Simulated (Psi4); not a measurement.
# GaH2F (SMILES [H][Ga]([H])[F]), step by step

We compute a geometry optimisation (SVWN-RPA/def2-TZVP), then vibrational wavenumbers, then the energy (SCS-MP2/aug-cc-pVDZ) of GaH2F. 

The calculation is run with Psi4 1.11.

## 1. Starting point

The species is GaH2F (4 atoms), meant as a singlet with charge 0. As SMILES, `[H][Ga]([H])[F]`. Geometry: a GFN2-xTB relaxation, a rough one for these elements and not checked as a minimum. The run starts from this shape.

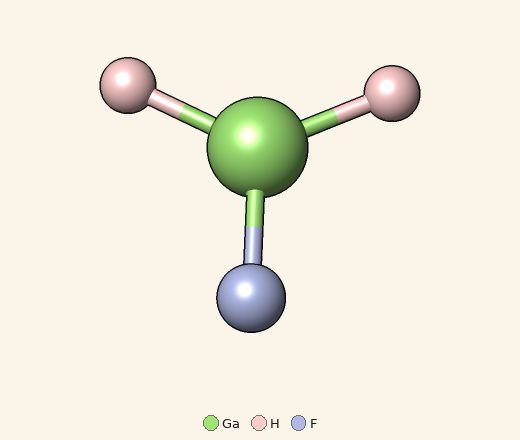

Viewed from a chosen angle; gallium green, hydrogen pink, fluorine light blue.

## 2. A geometry optimisation at SVWN-RPA/def2-TZVP (density fitting) (run 1)

Contents of fgah2.xyz:

```xyz
4
FGaH2
Ga     0.051230     0.085260     0.000790
H      1.586900    -0.059960     0.013870
H     -0.797470     1.373580    -0.018980
F     -0.840670    -1.398880     0.004310
```

Contents of calc.py:

```python
import psi4

psi4.set_memory('1600 MB')
psi4.set_num_threads(1)
psi4.core.set_output_file('psi4.out', False)

with open('fgah2.xyz') as f:
    atoms = ''.join(f.readlines()[2:])
mol = psi4.geometry('0 1\n' + atoms + '')

psi4.set_options({
    'geom_maxiter': 60,
})

result, w = psi4.optimize('svwn/def2-TZVP', molecule=mol, return_wfn=True)
print(f'total energy {result:.8f} hartree = {result * 27.211386:.5f} eV')
print(mol.to_string(dtype='xyz', units='Angstrom'))
```

Command:

```sh
python calc.py
```

psi4.out:

```text
[...]
  Running in c1 symmetry.
[...]
  Nuclear repulsion =  110.158828852668748
[...]
  Multiplicity = 1
[...]
  Nalpha       = 21
  Nbeta        = 21
[...]
    Number of basis functions: 91
[...]
   @DF-RKS iter   1: -2020.99092924856586   -9.50304e-01   3.76464e-02 ADIIS/DIIS
[...]
   @DF-RKS iter   6: -2023.16248622145736   -1.59162e-12   3.33512e-09 DIIS
[...]
    Orbital Energies [Eh]
    ---------------------
    Doubly Occupied:
       1A   -370.270182     2A    -45.301322     3A    -40.203051
       4A    -40.198133     5A    -40.197946     6A    -24.066288
       7A     -5.283409     8A     -3.634689     9A     -3.623219
      10A     -3.621148    11A     -1.039559    12A     -0.785306
      13A     -0.782015    14A     -0.779678    15A     -0.775818
      16A     -0.771770    17A     -0.458436    18A     -0.360744
      19A     -0.357798    20A     -0.353754    21A     -0.298459
[...]
  @DF-RKS Final Energy: -2023.16248622145736
   => Energetics <=
    Nuclear Repulsion Energy =            109.2779847011160115
    One-Electron Energy =               -3041.8915906275447014
    Two-Electron Energy =                 992.8237681422758669
    DFT Exchange-Correlation Energy =     -83.3726484373046475
    Empirical Dispersion Energy =           0.0000000000000000
    VV10 Nonlocal Energy =                  0.0000000000000000
    Total Energy =                      -2023.1624862214573568
[...]
 Multipole Moments:
 ------------------------------------------------------------------------------------
     Multipole            Electronic (a.u.)      Nuclear  (a.u.)        Total (a.u.)
 ------------------------------------------------------------------------------------
 L = 1.  Multiply by 2.5417464519 to convert [e a0] to [Debye]
 Dipole X            :          0.0326759            0.4055864            0.4382623
 Dipole Y            :          0.0543267            0.6747509            0.7290776
 Dipole Z            :         -0.0002112           -0.0016213           -0.0018325
 Magnitude           :                                                    0.8506652
[...]
  -Total Gradient:
     Atom            X                  Y                   Z
    ------   -----------------  -----------------  -----------------
       1        0.000020466775     0.000032555011    -0.000002037714
       2        0.000001664881     0.000022855527     0.000000565438
       3        0.000018914675     0.000012301182     0.000000804584
       4        0.000008598362     0.000014876242     0.000000465426
[...]
    Final optimized geometry and variables:
    Molecular point group: c1
    Full point group: C1
    Geometry (in Angstrom), charge = 0, multiplicity = 1:
    GA           0.183235743490     0.304829660402    -0.000758362105
    H            1.718072202078     0.088199916551     0.014833158718
    H           -0.728198133677     1.558567965965    -0.018871928011
    F           -0.717283892435    -1.193269395492     0.002965560595
[...]
```

On the terminal:

```text
Some dependencies such as QCElemental have not yet finished migration to pydantic v2. If issues are encountered please downgrade pydantic or upgrade QCElemental as appropriate
	Energy has increased in a minimization.
	Energy ratio indicates iffy step.
	Intrafrag trust radius decreased to   0.25.
Optimizer: Optimization complete!
total energy -2023.16248622 hartree = -55053.05535 eV
4
0 1 FGaH2
Ga                    0.183235743490     0.304829660402    -0.000758362105
H                     1.718072202078     0.088199916551     0.014833158718
H                    -0.728198133677     1.558567965965    -0.018871928011
F                    -0.717283892435    -1.193269395492     0.002965560595
```

Run time: 24 s. Hardware: 1 thread of Intel Xeon Platinum 8259CL at 2.50GHz (Skylake/Cascade Lake), shared host; peak memory 0.33 GiB.

Steps, from the record of the run:

| step | energy from the first frame kept (eV) | largest force (eV/Å) |
| --- | --- | --- |
| 0 | 0.0000 | 0.4414 |
| 1 | -0.0078 | 0.2455 |
| 2 | 0.0516 | 0.8350 |
| 3 | 0.0024 | 0.3874 |
| 4 | -0.0125 | 0.0672 |
| 5 | -0.0127 | 0.0128 |
| 6 | -0.0127 | 0.0020 |

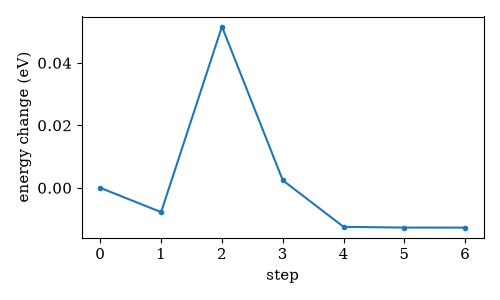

Energy along the run.

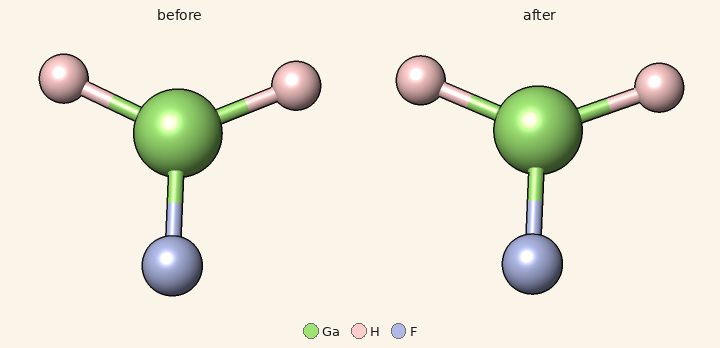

Before and after, at one scale.

After the run. Bond lengths: Ga1–F4 1.748 Å, Ga1–H2 1.550 Å, Ga1–H3 1.550 Å. Angles: H2–Ga1–F4 113.0°, H3–Ga1–F4 113.0°, H2–Ga1–H3 134.1°.

## 3. Vibrational wavenumbers at SVWN-RPA/def2-TZVP (density fitting) (run 2)

Contents of calc.inp:

```
memory 1600 mb

molecule molecule1 {
  Ga     0.053763     0.089396     0.000700
  H      1.588600    -0.127233     0.016292
  H     -0.857671     1.343135    -0.017413
  F     -0.846757    -1.408703     0.004424
  units angstrom
}

set t 400.0
set rotational_symmetry_number 2

result, w = frequencies('svwn/def2-TZVP', return_wfn=True)
```

Command:

```sh
psi4 -n 1 calc.inp calc.out
```

calc.out:

```text
Psi4 1.11 release

gradient() will perform analytic gradient computation.

   => Loading Basis Set <=

    Name: DEF2-TZVP
    Role: ORBITAL
    Keyword: BASIS

         ---------------------------------------------------------
                                   SCF
                              RKS Reference
                        1 Threads,   1525 MiB Core
         ---------------------------------------------------------

  ==> Geometry <==

    Molecular point group: c1
    Full point group: C1

    Geometry (in Angstrom), charge = 0, multiplicity = 1:

[... 141 lines left out ...]
                           Total Energy        Delta E     RMS |[F,P]|
[... 7 lines left out ...]
   @DF-RKS iter   6: -2023.16220442907888   -1.02749e-03   3.52906e-04 DIIS/ADIIS
[... 6 lines left out ...]
  Energy and wave function converged.
[... 42 lines left out ...]
    Empirical Dispersion Energy =           0.0000000000000000
[... 242 lines left out ...]
    Weights Tolerance      =       1.00E-15
[... 61 lines left out ...]
   @DF-RKS iter   5: -2023.16117693707338   -2.94923e-03   7.17346e-04 DIIS/ADIIS
[... 6 lines left out ...]
   @DF-RKS iter  12: -2023.16248622332773    9.09495e-13   2.80321e-09 DIIS
[... 42 lines left out ...]
    DFT Exchange-Correlation Energy =     -83.3726481128841499
[... 102 lines left out ...]
    Weights Tolerance      =       1.00E-15
[... 1 line left out ...]
  ==> DFJKGrad: Density-Fitted SCF Gradients <==

    Gradient:                    2
    J tasked:                  Yes
    K tasked:                   No
    wK tasked:                  No
    Integrals threads:           1
    Memory [MiB]:             1144
    Schwarz Cutoff:          1E-12
    Fitting Condition:       1E-10

   => Auxiliary Basis Set <=

  Basis Set: (DEF2-TZVP AUX)
    Blend: DEF2-UNIVERSAL-JKFIT
    Number of shells: 97
    Number of basis functions: 379
    Number of Cartesian functions: 504
    Spherical Harmonics?: true
    Max angular momentum: 5

RuntimeError: Engine::lmax_exceeded -- angular momentum limit exceeded

Printing out the relevant lines from the Psithon --> Python processed input file:
      units angstrom
    ""","molecule1")
    core.IO.set_default_namespace("molecule1")
    core.set_global_option("T", 400.0)
    core.set_global_option("ROTATIONAL_SYMMETRY_NUMBER", 2)
--> result, w = frequencies('svwn/def2-TZVP', return_wfn=True)

!-----------------------------------------------------------!
!                                                           !
!  Engine::lmax_exceeded -- angular momentum limit exceeded !
!                                                           !
!-----------------------------------------------------------!

    Psi4 run time: 0:00:08.35
```

Wall time 9.9 s (1 thread of Intel Xeon Platinum 8259CL at 2.50GHz (Skylake/Cascade Lake), shared host); peak memory 0.35 GiB.

The program stopped with an error.

## 4. The energy at SCS-MP2/aug-cc-pVDZ (density fitting) (run 3)

Contents of calc.in:

```
memory 1600 MB

molecule system {
  0 1
  Ga     0.053763     0.089396     0.000700
  H      1.588600    -0.127233     0.016292
  H     -0.857671     1.343135    -0.017413
  F     -0.846757    -1.408703     0.004424
  symmetry c1
}

set basis aug-cc-pVDZ
set reference rhf
set freeze_core true

energy('scs-mp2')
```

Command:

```sh
psi4 -i calc.in -o calc.out -n 1
```

calc.out:

```text
[...]
  Running in c1 symmetry.
[...]
  Nuclear repulsion =  109.277969538561663
[...]
  Multiplicity = 1
[...]
  Nalpha       = 21
  Nbeta        = 21
[...]
    Number of basis functions: 77
[...]
   @RHF iter   1: -2023.28984302345839   -4.29884e+00   1.38238e-02 DIIS/ADIIS
[...]
   @RHF iter  11: -2023.86127798756388   -4.77485e-12   2.49812e-09 DIIS
[...]
    Orbital Energies [Eh]
    ---------------------
    Doubly Occupied:
       1A   -378.899626     2A    -48.244669     3A    -42.575437
       4A    -42.572205     5A    -42.571739     6A    -26.243557
       7A     -6.449433     8A     -4.545757     9A     -4.539178
      10A     -4.537857    11A     -1.518768    12A     -1.248353
      13A     -1.247377    14A     -1.243223    15A     -1.240743
      16A     -1.236989    17A     -0.662435    18A     -0.598940
      19A     -0.589355    20A     -0.536819    21A     -0.452440
[...]
  @RHF Final Energy: -2023.86127798756388
   => Energetics <=
    Nuclear Repulsion Energy =            109.2779695385616634
    One-Electron Energy =               -3042.7686942666618961
    Two-Electron Energy =                 909.6294467405361956
    Total Energy =                      -2023.8612779875641081
[...]
 Multipole Moments:
 ------------------------------------------------------------------------------------
     Multipole            Electronic (a.u.)      Nuclear  (a.u.)        Total (a.u.)
 ------------------------------------------------------------------------------------
 L = 1.  Multiply by 2.5417464519 to convert [e a0] to [Debye]
 Dipole X            :          0.1133399            0.4055867            0.5189267
 Dipole Y            :          0.1885127            0.6747523            0.8632651
 Dipole Z            :         -0.0005582           -0.0016202           -0.0021784
 Magnitude           :                                                    1.0072319
[...]
	SCS-MP2 Total Energy (a.u.)        : -2024.16331355338548
	SOS-MP2 Total Energy (a.u.)        : -2024.16089939637732
	SCSN-MP2 Total Energy (a.u.)       : -2023.99571712414718
[...]
	SOS-PI-MP2 Total Energy (a.u.)     : -2024.18394719705520
[...]
	MP2 Total Energy (a.u.)            : -2024.16814186740203
[...]
```

Run time: 20 s. Hardware: 1 thread of Intel Xeon Platinum 8259CL at 2.50GHz (Skylake/Cascade Lake), shared host; peak memory 0.44 GiB.

## 5. Results

```
                                                                quantity                value
                      run 1, SVWN-RPA/def2-TZVP: total energy at the end       -2023.16249 Eh
                                run 1, SVWN-RPA/def2-TZVP: dipole moment               2.16 D
                                  run 1, SVWN-RPA/def2-TZVP: HOMO energy             -8.12 eV
                                  run 1, SVWN-RPA/def2-TZVP: LUMO energy             -3.10 eV
                                run 1, SVWN-RPA/def2-TZVP: HOMO–LUMO gap              5.02 eV
                                run 3, SCS-MP2/aug-cc-pVDZ: total energy       -2024.16331 Eh
         run 3, SCS-MP2/aug-cc-pVDZ: HOMO energy (Hartree–Fock orbitals)            -12.31 eV
         run 3, SCS-MP2/aug-cc-pVDZ: LUMO energy (Hartree–Fock orbitals)              0.45 eV
       run 3, SCS-MP2/aug-cc-pVDZ: HOMO–LUMO gap (Hartree–Fock orbitals)             12.76 eV
run 3, SCS-MP2/aug-cc-pVDZ: correlation energy (10 core orbitals frozen)           -302.0 mEh
                                               run 2, SVWN-RPA/def2-TZVP  no result (crashed)
```

**Reading.** The optimisation (run 1, SVWN-RPA/def2-TZVP) took 7 steps and changed the energy by -0.013 eV. 1 of the 3 runs did not end normally.
